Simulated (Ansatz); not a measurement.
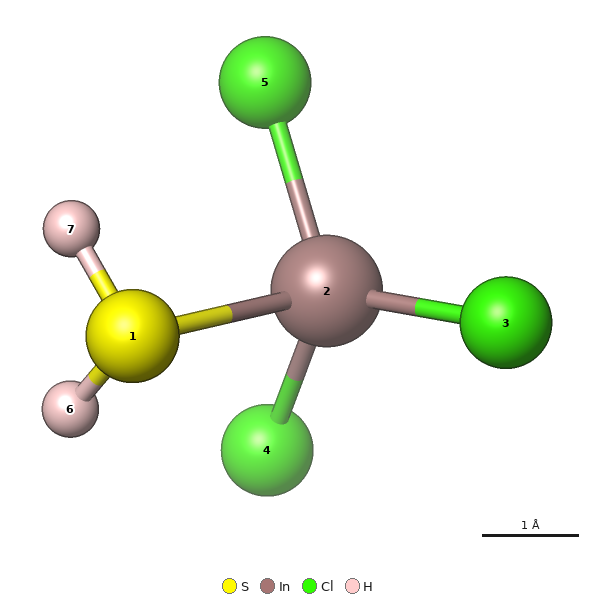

Fig. 1: The structure as given in the input (ball-and-stick view, seen at a tilt; atoms are numbered from 1 in the order of the input). Sticks mark near contacts. Bond lengths as drawn: Cl–In 2.31 to 2.33 Å, H–S 1.35 Å and In–S 2.73 Å.

# InH₂SCl₃: single-point calculation

InH₂SCl₃, SMILES [SH2+][In-]([Cl])([Cl])[Cl], computed with RKS PBE0-D4/def2-TZVPP (Ansatz 0.2.0).

The geometry comes from this level: PBE0-D4/def2-TZVP.

Log:
```
Functional definition: PBE0
  name "PBE0"
  cite "Adamo & Barone, J. Chem. Phys. 110, 6158 (1999) doi:10.1063/1.478522"
  cite "Perdew, Burke & Ernzerhof, Phys. Rev. Lett. 77, 3865 (1996) doi:10.1103/PhysRevLett.77.3865"
  parent pbe
  parameter a = 0.25
  parameter kappa = 0.804
  parameter beta = 0.06672455060314922
  exchange = (1 - a)*pbe_x(kappa = kappa, mu = beta*pi^2/3) + a*exact_x
  correlation = pbe_c(beta = beta)
1889 factors; their error is unknown
mean field evaluation 1: about -53598.0655 eV, gradient 2.8e1 eV
mean field evaluation 2: about -53597.5161 eV, gradient 3.4e1 eV
mean field evaluation 4: about -53599.9152 eV, gradient 1.0e0 eV
mean field evaluation 8: about -53600.0662 eV, gradient 2.0e-1 eV
mean field evaluation 16: about -53600.0662 eV, gradient 4.2e-5 eV
mean field -53600.06621393 eV, -1969.7661019323 hartree, gradient 4.2e-5 eV, S^2 0.000000; 0 other end points of the search recorded, 0 dependent functions left out
reference -53600.06625507 eV, -1969.7661034439 hartree; 45, 45 occupied and 201, 201 virtual orbitals, 1889 factors
Total energy: -53600.30028920 eV, -1969.7747040398 hartree
```

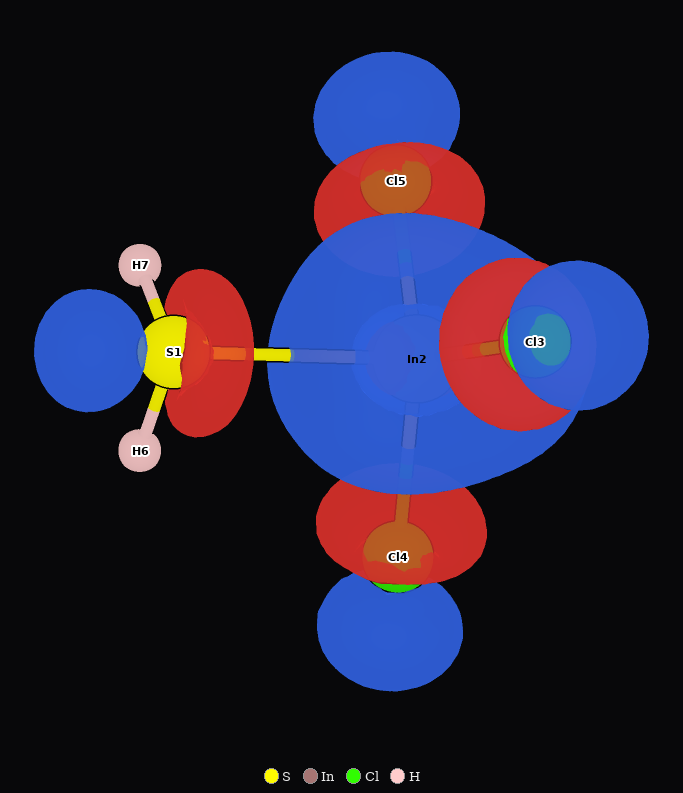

Fig. 2: The LUMO at ±0.1 Å⁻³ᐟ² (red and blue are the two phases), seen face on. By Hirshfeld shares it lies mainly on In2 (40 %), Cl3 (15 %), Cl4 (15 %), Cl5 (15 %) and S1 (10 %). Its energy is −2.07 eV.

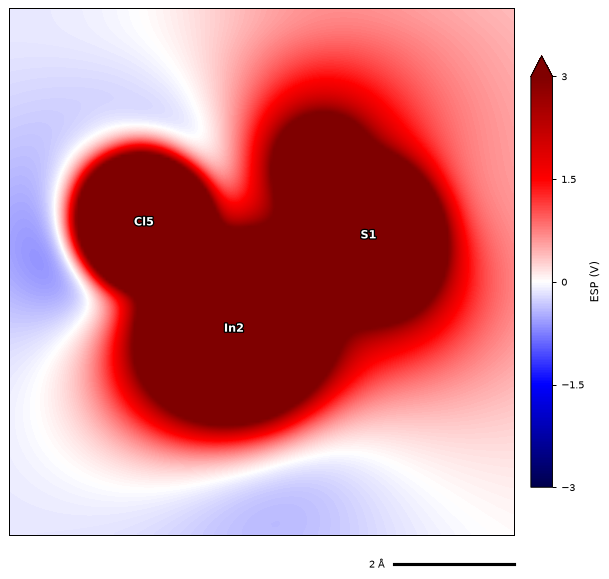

Fig. 3: Molecular electrostatic potential on the plane of atoms S1, In2 and Cl5. Atoms in the plane: S, In and Cl.

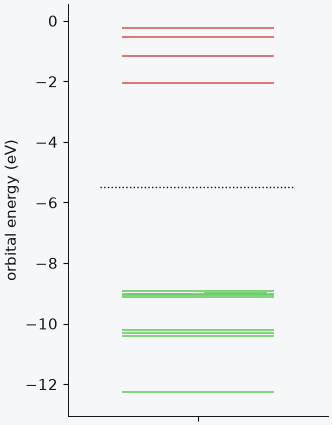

Fig. 4: Orbital energies near the frontier; the dotted line parts filled from empty levels, and levels within 0.02 eV of each other stand side by side. Highest filled −8.91 eV, lowest empty −2.07 eV, 6.84 eV apart.

The run was set up as follows.

Input:
```yaml
crystal:
  periodic: [false, false, false]
  atoms:
    - {symbol: S, position_ang: [-0.773249, 0.742595, 1.311780]}
    - {symbol: In, position_ang: [0.776396, -0.604595, -0.489145]}
    - {symbol: Cl, position_ang: [2.462240, -1.439093, 0.854881]}
    - {symbol: Cl, position_ang: [-0.905600, -2.045076, -1.199522]}
    - {symbol: Cl, position_ang: [1.224599, 1.247354, -1.823165]}
    - {symbol: H, position_ang: [-1.895758, 0.210801, 0.792797]}
    - {symbol: H, position_ang: [-0.827428, 1.820214, 0.506774]}
basis:
  gaussian: {orbitals: def2-TZVPP}
hamiltonian: {xc: pbe0, dispersion: d4}
output: {orbitals: {seedname: orbitals}}
```

Run as:
```bash
ansatz run in.yaml --threads 4 --pin off --events-out ev --progress --plain --max-ram 10444MiB
```

Results in brief:

- outcome: converged
- total energy: −53600.3003 eV
- mean-field energy: −53600.0663 eV
- dispersion energy: −0.2340 eV
- SCF solution under orbital rotations: stable
- HOMO: −8.91 eV
- LUMO: −2.07 eV
- hardware: 4 threads of Intel Xeon @ 2.50GHz, 180 GiB of memory available, shared host
- wall time: 15 s (CPU time 33 s)
- peak memory: 1.1 GiB
